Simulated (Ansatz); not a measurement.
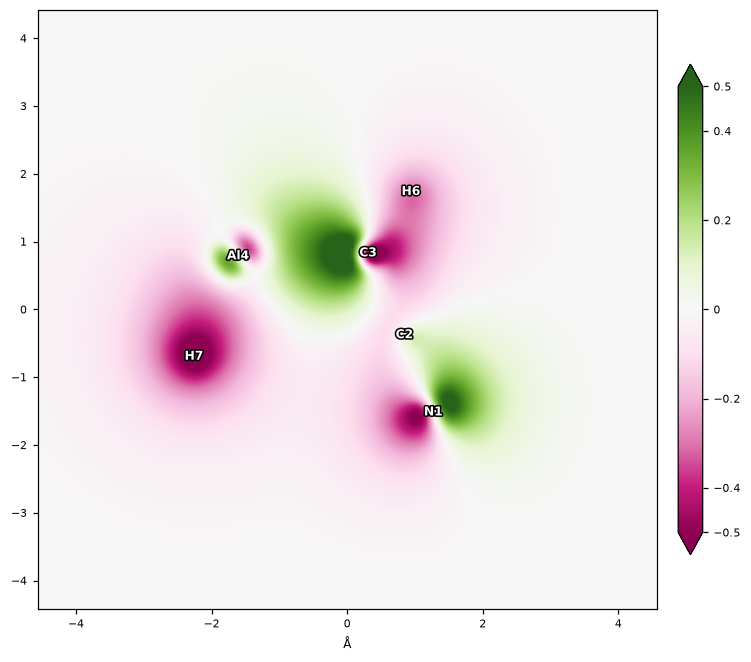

*C2H3AlN (doublet). The HOMO−1 (β) on the plane of atoms C2, C3 and H6 (values in Å⁻³ᐟ²; the overall sign is arbitrary).*

These are results of Ansatz, UKS LDA/def2-SVP, not measurements.

Input file:

```
crystal:
  periodic: [false, false, false]
  atoms:
    - { symbol: "N", position_ang: [-1.79671, -0.47114, -0.07443] }
    - { symbol: C, position_ang: [-0.63299, -0.48771, 0.27088] }
    - { symbol: C, position_ang: [0.5605, -0.25369, 0.72681] }
    - { symbol: Al, position_ang: [1.64667, 1.20994, -0.04696] }
    - { symbol: H, position_ang: [-2.17396, -0.95138, -0.87297] }
    - { symbol: H, position_ang: [0.99176, -0.9068, 1.4782] }
    - { symbol: H, position_ang: [1.40474, 1.86077, -1.48153] }
magnetization:
  spin_polarized: true
  initial_magnetization: 1
basis:
  gaussian: { orbitals: def2-SVP }
hamiltonian:
  xc: lda
relax:
  f_tol: 0.02
  max_steps: 50
output:
  orbitals: {}
```

Run with:

```sh
ansatz run input.yaml --threads 2 --pin off --max-ram 3072MiB --backend cpu --events-out ev --progress --plain --runs-dir out
```

The fields are those of the relaxed geometry.

### What is the character of this orbital?

Its weight (Hirshfeld) is mainly on H7 (about 25 %), C3 (about 25 %), Al4 (about 25 %) and N1 (about 15 %). Its energy is −7.07 eV.
